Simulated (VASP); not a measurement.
Band structure of MnN (relaxed from the wurtzite structure, space group P6_3mc). These are PBEsol GGA, VASP's PBE PAW potentials (set 64) (plane waves; VASP) values and carry that method's errors.

The moments were started parallel, and other spin orders were not tried in this run.

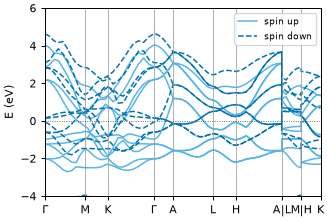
Figure: Bands along high-symmetry lines, zero at the valence-band maximum or, without a gap, the Fermi level

Read the plot: is there a gap, and where are the band edges?

It has no gap at this level: it comes out as a metal or semimetal. (Edges off the drawn lines would not show.)

The structure was generated: MnN was put into the wurtzite type (P6_3mc), which need not be its known phase. It was relaxed first, which changed the volume by -33 %.
